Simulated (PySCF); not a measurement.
# BH8NSi2: electronic excitations and core binding energies

Wanted: the electronic excitations and core binding energies of BH8NSi2 (`BN([SiH3])[SiH3]`), by calculation.

The runs use PySCF 2.14.0, with density-fitted response routines of our own; the level of theory stands in each step. All values are computed, except where a source is named. Atoms count from 0, in the outputs and in this text.

**1. The starting structure**

12 atoms, charge 0, multiplicity 1; geometry from: GFN2-xTB.

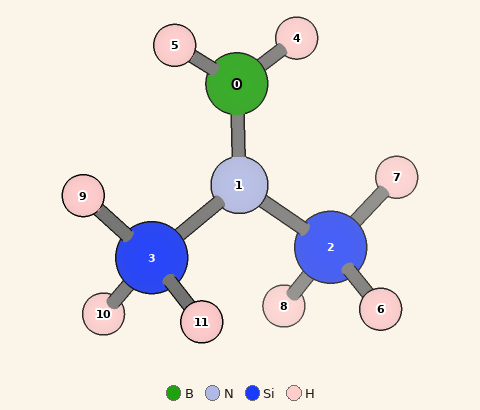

The starting geometry (boron green, nitrogen light blue, silicon blue, hydrogen pink), atoms numbered.

**2. TDDFT and polarisability: wB97X-D/def2-SVPD**

Job settings and geometry (Å):

```
{"job": {"kind": "uv", "xc": "wB97X-D", "basis": "def2-SVPD", "nstates": 8, "ntriplets": 3}, "charge": 0, "multiplicity": 1}
B     -0.036835     1.690195     0.277144
N     -0.005872     0.298635     0.084791
Si     1.488264    -0.624205     0.165285
Si    -1.458874    -0.631872    -0.253323
H      0.957577     2.270993     0.496098
H     -1.057682     2.263173     0.218445
H      1.338890    -1.612083     1.238758
H      2.592675     0.287238     0.439169
H      1.663836    -1.294488    -1.126981
H     -2.606032     0.267758    -0.252188
H     -1.287096    -1.266759    -1.563926
H     -1.587653    -1.649270     0.794831
```

Method: TDDFT wB97X-D/def2-SVPD, vertical, gas phase, core orbitals frozen in the response.

Launch:

```
$ OMP_NUM_THREADS=1 python probes_run.py task.json out
```

One launch serves the whole session: the jobs run in the order shown.

Standard output:

```text
coarse grid: 10360 points
cycle   1  E = -663.0501961161  dE =  6.216e-02  |g| = 3.804e-01  |ddm| = 4.135e+00
cycle   2  E = -663.0569598544  dE = -6.764e-03  |g| = 3.766e-01  |ddm| = 1.147e+00
cycle   3  E = -663.0873481244  dE = -3.039e-02  |g| = 5.029e-02  |ddm| = 4.279e-01
cycle   4  E = -663.0880604347  dE = -7.123e-04  |g| = 1.436e-02  |ddm| = 1.451e-01
cycle   5  E = -663.0881238588  dE = -6.342e-05  |g| = 1.932e-03  |ddm| = 3.959e-02
cycle   6  E = -663.0881255974  dE = -1.739e-06  |g| = 5.138e-04  |ddm| = 7.632e-03
final grid: 89032 points
cycle   7  E = -663.1736120274  dE = -3.940e-05  |g| = 6.109e-03  |ddm| = 9.320e-02
cycle   8  E = -663.1736099311  dE =  2.096e-06  |g| = 6.962e-03  |ddm| = 1.620e-02
cycle   9  E = -663.1736201114  dE = -1.018e-05  |g| = 3.521e-04  |ddm| = 6.789e-03
cycle  10  E = -663.1736201602  dE = -4.884e-08  |g| = 9.119e-05  |ddm| = 1.305e-03
cycle  11  E = -663.1736201642  dE = -3.957e-09  |g| = 1.384e-05  |ddm| = 3.722e-04
cycle  12  E = -663.1736201644  dE = -1.830e-10  |g| = 4.888e-06  |ddm| = 6.870e-05
converged SCF energy = -663.1736201644

Static polarisability (au): isotropic 73.402, principal 61.883 78.917 79.405

Singlet excitations
state   eV       nm        f      main configurations
  1   6.6586    186.2   0.00000   H-1->L 0.97
  2   7.3331    169.1   0.00000   H->L+1 0.93
  3   7.5016    165.3   0.21194   H->L 0.94
  4   7.7906    159.1   0.00851   H->L+3 0.64, H->L+2 0.30
  5   8.1170    152.7   0.00856   H-1->L+1 0.95
  6   8.3954    147.7   0.00000   H-3->L+1 0.41, H->L+4 0.28, H->L+7 0.20
  7   8.5053    145.8   0.03861   H->L+2 0.57, H->L+3 0.30
  8   8.5926    144.3   0.00193   H-2->L+1 0.43, H-1->L+3 0.25, H-1->L+2 0.18

Triplet excitations (Tamm-Dancoff, eV): 6.1249 6.1400 7.1063
```

Run time: 28 s. Hardware: 1 thread of Intel Xeon at 2.70GHz, shared host; peak memory 0.66 GiB.

The orbitals next to the gap, with their largest atomic shares:

| orbital | eV | atoms |
| --- | --- | --- |
| HOMO−3 | -11.76 | Si3 21 %, Si2 21 %, H10 13 % |
| HOMO−2 | -11.63 | Si3 22 %, Si2 21 %, H9 19 % |
| HOMO−1 | -10.62 | B0 32 %, H5 18 %, H4 18 % |
| HOMO | -10.30 | N1 46 %, B0 10 %, Si2 10 % |
| LUMO | 1.56 | B0 47 %, N1 20 %, H4 12 % |
| LUMO+1 | 1.64 | Si2 22 %, Si3 22 %, B0 14 % |
| LUMO+2 | 2.05 | Si2 25 %, Si3 25 %, B0 14 % |

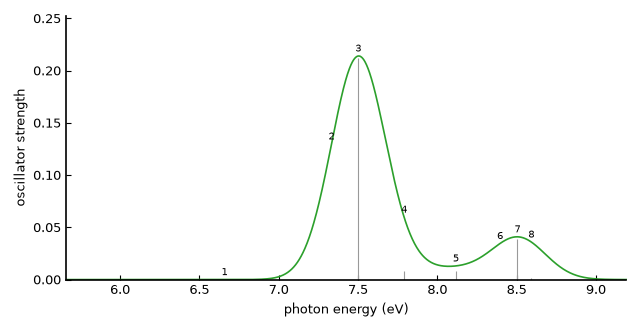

Absorption spectrum from the 8 singlet states computed; above the last one it falls off for lack of states. Lines are broadened to a width of 0.40 eV (Gaussian).

Further results of this job:

| property | computed |
| --- | --- |
| dipole moment (D) | 0.98 |
| polarisability (Å³) | 10.88 |
| HOMO–LUMO gap (eV) | 11.85 |
| −ε(HOMO) (eV) | 10.30 |

**3. Core-electron binding energies: SCAN, X2C**

The job, as its differences from that of step 2:

```diff
@@ -1,2 +1,2 @@
-{"job": {"kind": "uv", "xc": "wB97X-D", "basis": "def2-SVPD", "nstates": 8, "ntriplets": 3}, "charge": 0, "multiplicity": 1}
+{"job": {"kind": "xps"}, "charge": 0, "multiplicity": 1}
 B     -0.036835     1.690195     0.277144
```

Level: delta-SCF UKS SCAN, pcX-2 on the ionised atom, pcseg-1 elsewhere, spin-free X2C.

Standard output:

```text
ground state, core basis on atom 0 (B), 135 functions
  cycle   1  E = -664.45025047  |g| = 4.54e-01
  cycle   2  E = -664.35134298  |g| = 7.79e-01
  cycle   3  E = -664.49729321  |g| = 1.08e-01
  cycle   4  E = -664.50018102  |g| = 3.66e-02
  cycle   5  E = -664.50057754  |g| = 4.64e-03
  cycle   6  E = -664.50058371  |g| = 1.21e-03
  cycle   7  E = -664.50058308  |g| = 2.46e-04
  E(ground) = -664.56866708 Eh
hole in B 1s of atom 0
  cycle   1  E = -656.90283901  |g| = 1.16e+00
  cycle   2  E = -655.50469867  |g| = 1.75e+00
  cycle   3  E = -657.19643450  |g| = 4.00e-01
  cycle   4  E = -657.29817895  |g| = 1.82e-01
  cycle   5  E = -657.30704489  |g| = 1.53e-01
  cycle   6  E = -657.31814973  |g| = 2.52e-02
  cycle   7  E = -657.31871746  |g| = 1.12e-02
  cycle   8  E = -657.31901035  |g| = 9.12e-03
  cycle   9  E = -657.31927145  |g| = 6.08e-03
  cycle  10  E = -657.31936852  |g| = 2.31e-03
  cycle  11  E = -657.31938516  |g| = 9.34e-04
  cycle  12  E = -657.31938877  |g| = 3.44e-04
  E(ion) = -657.38702986 Eh   <S^2> = 0.8943   hole on atom = 1.000   binding energy = 195.422 eV
ground state, core basis on atom 1 (N), 135 functions
  cycle   1  E = -664.52335901  |g| = 7.24e-02
  cycle   2  E = -664.52327570  |g| = 2.39e-02
  cycle   3  E = -664.52303584  |g| = 4.09e-02
  cycle   4  E = -664.52341657  |g| = 2.57e-03
  cycle   5  E = -664.52341987  |g| = 4.24e-04
  E(ground) = -664.58833720 Eh
hole in N 1s of atom 1
  cycle   1  E = -648.94071892  |g| = 1.87e+00
  cycle   2  E = -648.14461634  |g| = 2.16e+00
  cycle   3  E = -649.60605901  |g| = 4.12e-01
  cycle   4  E = -649.66344562  |g| = 1.05e-01
  cycle   5  E = -649.66805531  |g| = 1.83e-02
  cycle   6  E = -649.66822740  |g| = 6.21e-03
  cycle   7  E = -649.66824970  |g| = 1.24e-03
  cycle   8  E = -649.66824826  |g| = 3.45e-04
  E(ion) = -649.73035892 Eh   <S^2> = 0.7665   hole on atom = 1.000   binding energy = 404.306 eV
ground state, core basis on atom 2 (Si), 146 functions
  cycle   1  E = -664.60440766  |g| = 2.88e-01
  cycle   2  E = -664.60425793  |g| = 5.52e-02
  cycle   3  E = -664.60350195  |g| = 7.47e-02
  cycle   4  E = -664.60464603  |g| = 1.68e-02
  cycle   5  E = -664.60470532  |g| = 1.35e-03
  cycle   6  E = -664.60470426  |g| = 1.84e-04
  E(ground) = -664.62967277 Eh
hole in Si 1s of atom 2
  cycle   1  E = -595.66736526  |g| = 4.35e+00
  cycle   2  E = -595.68760095  |g| = 2.15e+00
  cycle   3  E = -596.37260498  |g| = 7.39e-01
  cycle   4  E = -596.69112604  |g| = 2.24e-01
  cycle   5  E = -596.71936968  |g| = 5.47e-02
  cycle   6  E = -596.72054096  |g| = 2.61e-02
  cycle   7  E = -596.72075607  |g| = 1.68e-02
  cycle   8  E = -596.72088716  |g| = 3.11e-03
  cycle   9  E = -596.72089114  |g| = 6.27e-04
  cycle  10  E = -596.72089332  |g| = 1.16e-04
  E(ion) = -596.75367035 Eh   <S^2> = 0.7522   hole on atom = 1.000   binding energy = 1847.000 eV
hole in Si 2p of atom 2
  cycle   1  E = -660.32498521  |g| = 1.23e+00
  cycle   2  E = -660.19995064  |g| = 1.08e+00
  cycle   3  E = -660.60772172  |g| = 2.36e-01
  cycle   4  E = -660.64072164  |g| = 8.69e-02
  cycle   5  E = -660.64347713  |g| = 5.21e-02
  cycle   6  E = -660.64475761  |g| = 1.25e-02
  cycle   7  E = -660.64483028  |g| = 2.77e-03
  cycle   8  E = -660.64483475  |g| = 6.24e-04
  cycle   9  E = -660.64483606  |g| = 1.11e-04
  E(ion) = -660.68155902 Eh   <S^2> = 0.7519   hole on atom = 1.002   binding energy = 107.434 eV
  2p3/2 = 107.201 eV   2p1/2 = 107.825 eV
```

Run time: 50 s. Hardware: 1 thread of Intel Xeon at 2.70GHz, shared host; peak memory 0.53 GiB.

Binding energies by hole, beside the orbital energy of the ground state; the difference holds orbital relaxation and, for a density functional, its self-interaction error:

| hole | stands for | environment | ΔSCF (eV; 2p as the shell's mean) | −ε (eV) | ⟨S²⟩ |
| --- | --- | --- | --- | --- | --- |
| B1s on B0 | B0 | boron bonded to N, 2 H | 195.42 (doubtful) | 179.8 | 0.894 |
| N1s on N1 | N1 | nitrogen bonded to B, 2 Si | 404.31 | 385.9 | 0.767 |
| Si1s on Si2 | Si2, Si3 | silicon bonded to N, 3 H | 1847.00 | 1793.7 | 0.752 |
| Si2p on Si2 | Si2, Si3 | silicon bonded to N, 3 H | 107.41 | 96.5 | 0.752 |

Each hole run stands for the others of its class of like atoms.

Doubtful: the ion did not converge, its hole moved, or its ⟨S²⟩ is well above 0.75.

With the spin-orbit splitting: Si2 2p3/2 107.20, 2p1/2 107.82 eV. The table gives each 2p level as the mean over the whole 2p shell (two parts 2p3/2, one part 2p1/2), which differs a little from the single hole in the log.

**4. What came out**

| quantity | value |
| --- | --- |
| lowest singlet (wB97X-D/def2-SVPD) | 6.66 eV (186 nm), f = 0.000 |
| brightest single state of those computed | state 3, 7.50 eV, f = 0.212 |
| lowest triplet | 6.12 eV |
| N1s binding energies, SCAN/pcX-2 | N1 404.31 eV |
| Si1s binding energies, SCAN/pcX-2 | Si2 1847.00 eV |
| Si2p binding energies, SCAN/pcX-2 | Si2 107.41 eV |

**Reading.** The first singlet state (HOMO−1→LUMO 0.97) lies at 6.66 eV and is dark; of the 8 states computed, the strongest absorption comes from state 3 at 7.50 eV. The lowest triplet lies 0.53 eV below the lowest singlet (triplets in Tamm-Dancoff, singlets in full TDDFT).
